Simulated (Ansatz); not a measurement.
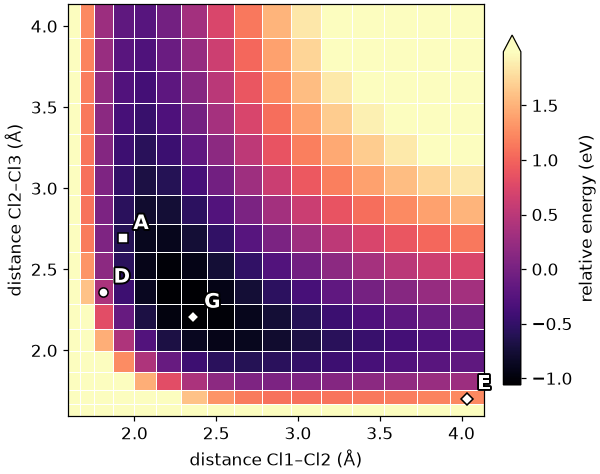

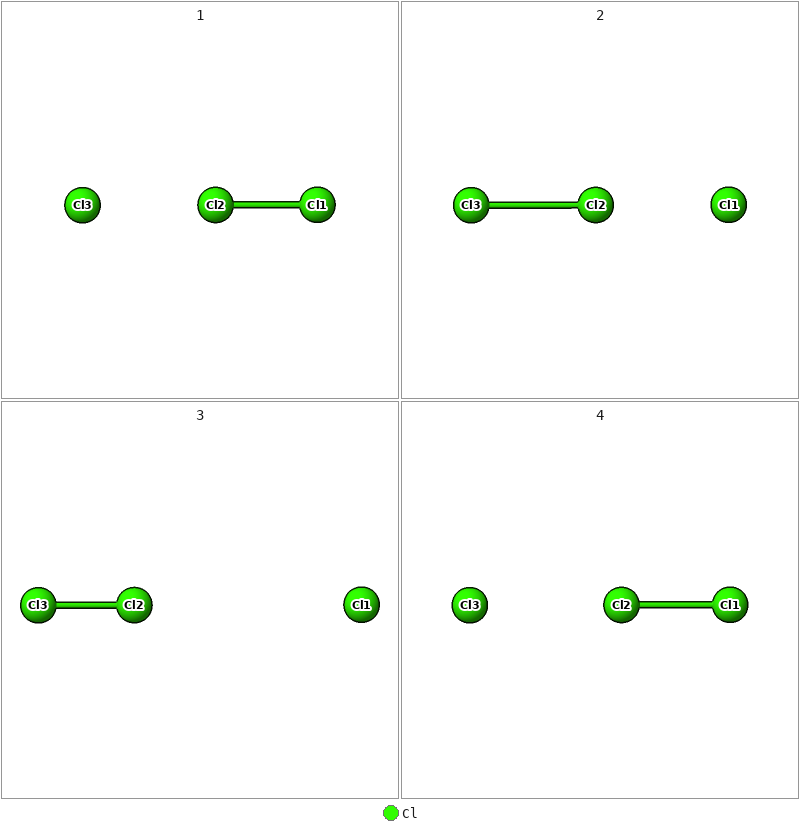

The system Cl⁻ + Cl₂. The first coordinate is: distance Cl1–Cl2; the second: distance Cl2–Cl3. Nothing is relaxed (the angle Cl1–Cl2–Cl3 is fixed at 180 degrees). The grid has 16 × 16 points; 136 points were computed and 120 follow by symmetry. Points are written as (first, second). Energies are in eV, from Cl with charge -1 far from the relaxed ClCl (each part in its own basis). The reference is spin-restricted, so regions where a bond is pulled apart into radicals lie too high. The calculation used RKS CAM-B3LYP-D4/def2-TZVPD (Ansatz 0.2.0).

Drawn: one coloured cell a grid point, one colour for all values above the top of the scale, lettered points. The numbered pictures are the structures at these points, in random order.

**Which structure belongs to which point?**

A is structure 4: (1.928 Å, 2.692 Å), −0.60 eV; D is structure 1: (1.807 Å, 2.361 Å), 0.39 eV; E is structure 3: (4.032 Å, 1.703 Å), 1.24 eV; G is structure 2: (2.361 Å, 2.207 Å), −1.06 eV.
